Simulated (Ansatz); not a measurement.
A series of calculations on C4H7FSi

## 1. Relaxation

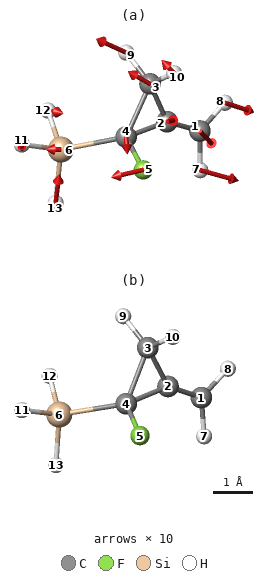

The structure of C$_{4}$H$_{7}$FSi before (top) and after (bottom) a relaxation, at one scale. The red arrows give the displacements, magnified 10 times.

A ball-and-stick model, seen from a free direction.

The run prepares an end point of a later path (torsion) calculation, from a guessed geometry.

All numbers below come from Ansatz, RKS PBE0/STO-3G.

Input
```yaml
crystal:
  periodic: [false, false, false]
  atoms:
    - { symbol: C, position_ang: [-1.1525, -0.8717, -1.5342] }
    - { symbol: C, position_ang: [-0.3162, -0.7101, -0.5843] }
    - { symbol: C, position_ang: [0.9728, -0.9987, -0.1916] }
    - { symbol: C, position_ang: [0.0366, -0.2284, 0.7145] }
    - { symbol: F, position_ang: [-0.5577, -0.9906, 1.7522] }
    - { symbol: Si, position_ang: [0.2225, 1.6008, 1.0053] }
    - { symbol: H, position_ang: [-2.1797, -0.4344, -1.4266] }
    - { symbol: H, position_ang: [-0.9156, -1.3131, -2.481] }
    - { symbol: H, position_ang: [1.8039, -0.4386, -0.6265] }
    - { symbol: H, position_ang: [1.2254, -2.0274, 0.1007] }
    - { symbol: H, position_ang: [1.0823, 1.822, 2.2108] }
    - { symbol: H, position_ang: [0.9131, 2.235, -0.1401] }
    - { symbol: H, position_ang: [-1.1145, 2.3204, 1.2156] }
basis:
  gaussian: { orbitals: STO-3G }
hamiltonian:
  xc: pbe0
relax:
  f_tol: 0.015
  max_steps: 40
output:
  orbitals: {}
```

Command:
```bash
ansatz run input.yaml --threads 1 --pin off --max-ram 2048MiB --backend cpu --events-out ev --progress --plain --runs-dir out
```

Q: Summarise the run.

A: Over 8 accepted moves (10 points after the start) the energy falls by 18.0 kcal/mol. The largest force component goes from 5.6 to 0.0058 eV/Å. The line search rejected the trial steps at points 3, 9 of the run. The largest move after the best rigid fit is that of H7, 0.12 Å. Largest moves by element: H 0.12 Å, C 0.11 Å, F 0.10 Å, Si 0.04 Å. Near-neighbour distances that change, for instance: C2–C3 1.378 → 1.488 Å, Si6–H13 1.533 → 1.443 Å, C2–C4 1.429 → 1.504 Å, Si6–H11 1.497 → 1.444 Å. Among the angles between lasting bonds that change: C2–C4–F5 112.4° → 117.9°, C1–C2–C3 143.0° → 147.8°, C3–C4–Si6 122.1° → 118.2°. The run took roughly 40 core-seconds on a shared host.

Limits of the set-up: STO-3G is a minimal basis, so the numbers are rough.

## 2. Relaxation

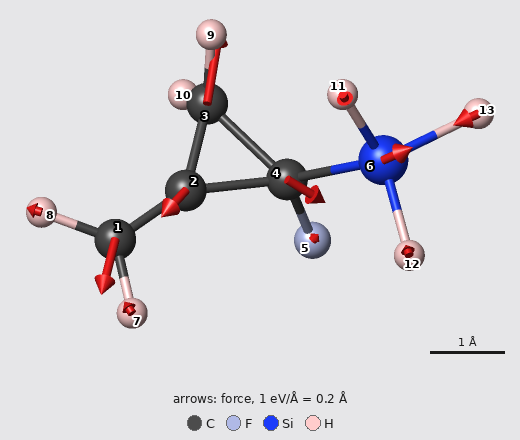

Starting geometry of C₄H₇FSi with the computed forces as red arrows. The picture is a ball-and-stick view, seen from a free direction.

The run prepares an end point of a later path (torsion) calculation, from a guessed geometry.

These are results of Ansatz 0.2.0, RKS PBE0/STO-3G, not measurements.

The input:
```yaml
crystal:
  periodic: [false, false, false]
  atoms:
    - { symbol: C, position_ang: [-1.1525, -0.8717, -1.5342] }
    - { symbol: C, position_ang: [-0.3162, -0.7101, -0.5843] }
    - { symbol: C, position_ang: [0.9728, -0.9987, -0.1916] }
    - { symbol: C, position_ang: [0.0366, -0.2284, 0.7145] }
    - { symbol: F, position_ang: [-0.5577, -0.9906, 1.7522] }
    - { symbol: Si, position_ang: [0.2225, 1.6008, 1.0053] }
    - { symbol: H, position_ang: [-2.1797, -0.4344, -1.4266] }
    - { symbol: H, position_ang: [-0.9156, -1.3131, -2.481] }
    - { symbol: H, position_ang: [1.8039, -0.4386, -0.6265] }
    - { symbol: H, position_ang: [1.2254, -2.0274, 0.1007] }
    - { symbol: H, position_ang: [0.8622, 2.22681, -0.19483] }
    - { symbol: H, position_ang: [-1.10646, 2.2327, 1.16541] }
    - { symbol: H, position_ang: [1.06346, 1.93584, 2.2423] }
basis:
  gaussian: { orbitals: STO-3G }
hamiltonian:
  xc: pbe0
relax:
  f_tol: 0.015
  max_steps: 40
```

Run as
```bash
ansatz run input.yaml --threads 1 --pin off --max-ram 2048MiB --backend cpu --events-out ev --progress --plain --runs-dir out
```

Is this structure relaxed? If not, where do the atoms go?

It isn't relaxed: the largest force vector, on C3, is 5.90 eV/Å. The final displacements follow the starting forces only in part (cosine between the two patterns 0.53). After 7 accepted moves (8 points after the start) the energy has fallen by 0.774 eV. Largest force component: 5.6 eV/Å at the start, 0.0082 eV/Å at the end. The line search rejected the trial step at point 2 of the run. The atom that moves furthest after the best rigid fit is H7 (0.13 Å). By element the largest moves are H 0.13 Å, C 0.11 Å, F 0.10 Å, Si 0.04 Å. Some distances before and after: C2–C3 1.378 → 1.488 Å, Si6–H13 1.533 → 1.444 Å, C2–C4 1.429 → 1.504 Å, Si6–H11 1.497 → 1.443 Å. Among the angles between lasting bonds that change: C2–C4–F5 112.4° → 117.9°, C1–C2–C3 143.0° → 147.8°, C3–C4–Si6 122.1° → 118.3°.

Limits of the set-up: STO-3G is a minimal basis, so the numbers are rough.

## 3. Path

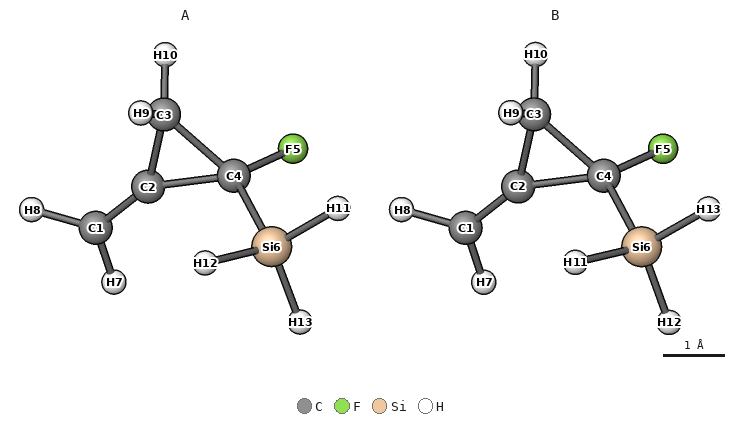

The two relaxed end points of a path for C4H7FSi. A ball-and-stick model, seen from a free direction.

Computed with RKS PBE0/STO-3G (Ansatz 0.2.0).

Set-up: 7 movable images; climbing image; force threshold 0.05 eV/Å; iteration limit 60.

Start:
```xyz
13

C    -1.2325   -0.8448   -1.6051
C    -0.3399   -0.7028   -0.6416
C     1.0372   -0.9798   -0.1506
C     0.0000   -0.2291    0.7451
F    -0.5291   -0.9371    1.8259
Si    0.2440    1.6274    1.0328
H    -2.2610   -0.4822   -1.4978
H    -0.9893   -1.3337   -2.5553
H     1.8890   -0.4206   -0.5535
H     1.2746   -2.0172    0.1130
H     1.0611    1.8349    2.2045
H     0.9019    2.1831   -0.1244
H    -1.0356    2.2672    1.2218
```

End:
```xyz
13

C    -0.9962   -0.8127   -1.7754
C    -0.2802   -0.7030   -0.6706
C     0.9582   -1.0680    0.0691
C    -0.1505   -0.1946    0.7391
F    -0.9219   -0.8071    1.7287
Si    0.1979    1.6477    1.0088
H    -1.9903   -0.3609   -1.8664
H    -0.6336   -1.3627   -2.6509
H     1.9138   -0.6000   -0.1920
H     1.0525   -2.1075    0.4048
H     1.1063    2.0932   -0.0194
H    -1.0330    2.3969    0.9316
H     0.7975    1.8438    2.3073
```

Question: Predict the minimum-energy path and its barrier.

Answer: The two ends have the same energy, and the highest point, image 4, lies 0.037 eV above the start. The motion is a rotation about the C4–Si6 bond by about 120°. No bond forms or breaks between the ends. The band is converged.

Energies of the converged images:

| image | path (Å) | E (eV) |
| --- | --- | --- |
| 0 | 0.00 | 0.000 |
| 1 | 0.56 | 0.004 |
| 2 | 1.12 | 0.017 |
| 3 | 1.69 | 0.030 |
| 4 | 2.25 | 0.037 |
| 5 | 2.81 | 0.033 |
| 6 | 3.36 | 0.020 |
| 7 | 3.92 | 0.007 |
| 8 | 4.48 | 0.000 |

The geometry at the top of the path:

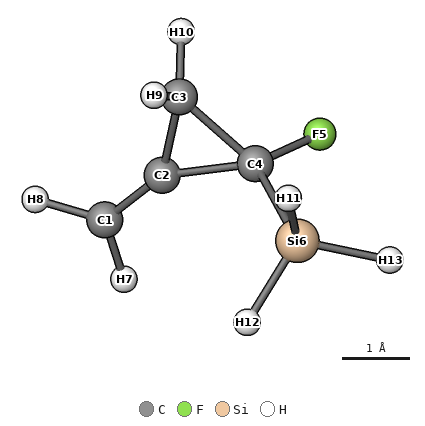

Limits of the set-up: STO-3G is a minimal basis, so the numbers are rough.

The run took about 2.7 core-minutes on a shared host.
